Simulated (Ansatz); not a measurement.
## Electronic structure of ClH5N2OTi (SMILES [NH2][Ti]([NH2])([OH])[Cl]) in real space

Input file:

```
crystal:
  periodic: [false, false, false]
  atoms:
    - {symbol: N, position_ang: [-1.521322, -0.099029, -0.665992]}
    - {symbol: Ti, position_ang: [0.158744, 0.342099, 0.018497]}
    - {symbol: N, position_ang: [0.656657, -0.998181, 1.226952]}
    - {symbol: O, position_ang: [1.366509, 0.438056, -1.293146]}
    - {symbol: Cl, position_ang: [0.026818, 2.303453, 1.079816]}
    - {symbol: H, position_ang: [-2.383758, 0.025036, -0.152387]}
    - {symbol: H, position_ang: [-1.713654, -0.365312, -1.621266]}
    - {symbol: H, position_ang: [1.615545, -1.159620, 1.503750]}
    - {symbol: H, position_ang: [0.048938, -1.693690, 1.633297]}
    - {symbol: H, position_ang: [1.828722, 1.156286, -1.726622]}
basis:
  gaussian: {orbitals: def2-TZVPP}
hamiltonian: {xc: pbe0, dispersion: d4}
output: {orbitals: {seedname: orbitals}}
```

Command:

```sh
ansatz run in.yaml --threads 4 --pin off --events-out ev --progress --plain --max-ram 10444MiB
```

Geometry: PBE0-D4/def2-TZVP.

The calculation used Ansatz 0.2.0, RKS PBE0-D4/def2-TZVPP.

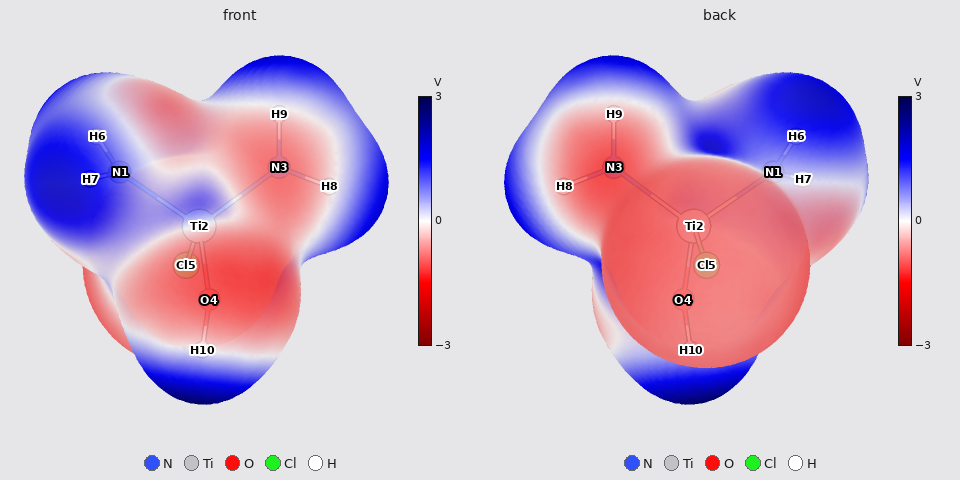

Figure 1. The molecular electrostatic potential painted on the density surface at 0.002 e/bohr³, seen from the front and from behind; the colour scale runs from red (negative) to blue (positive).

Question: Where is the surface potential most negative and most positive?

Answer: The most negative region (about −1.1 V) lies over N3 and O4, the most positive (about +2.6 V) over H10.

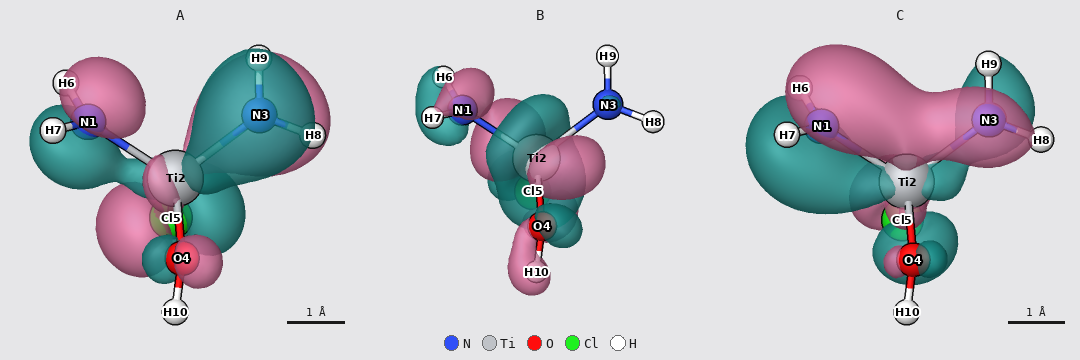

Figure 2. Three frontier orbitals at ±0.1 Å⁻³ᐟ² (teal and pink are the two phases), in no order.

Question: Which picture is the HOMO−1, the HOMO and the LUMO?

Answer: C is the HOMO−1 (−7.96 eV). By Hirshfeld shares it lies mainly on N1 (about 50 %), Ti2 (about 15 %), N3 (about 15 %) and Cl5 (about 10 %). A is the HOMO (−7.36 eV). It lies mainly on N3 (about 50 %), Cl5 (about 15 %), N1 (about 15 %) and Ti2 (about 10 %); largely a combination of lone pairs on N3, Cl5 and N1. B is the LUMO (−1.52 eV). Its weight (Hirshfeld) is mainly on Ti2 (about 75 %), Cl5 (about 5 %) and N1 (about 5 %).

Question: What is the HOMO–LUMO gap?

Answer: 5.84 eV between the orbital energies.

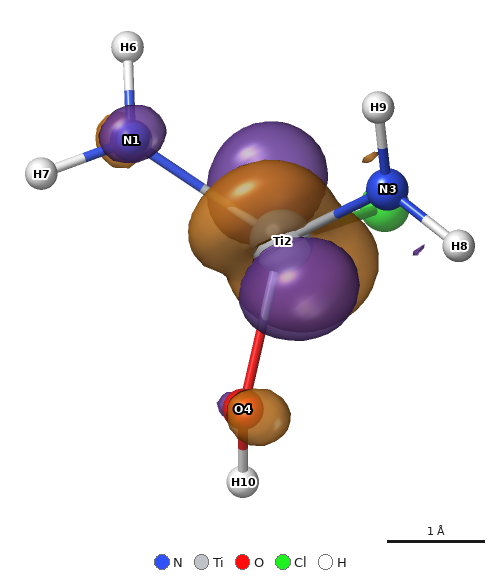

Figure 3. The LUMO at ±0.2 Å⁻³ᐟ² (orange and purple are the two phases), seen at a tilt.

Question: Where does this orbital lie, and at what energy?

Answer: Its weight (Hirshfeld) is mainly on Ti2 (about 75 %), Cl5 (about 5 %) and N1 (about 5 %). Its energy is −1.52 eV.
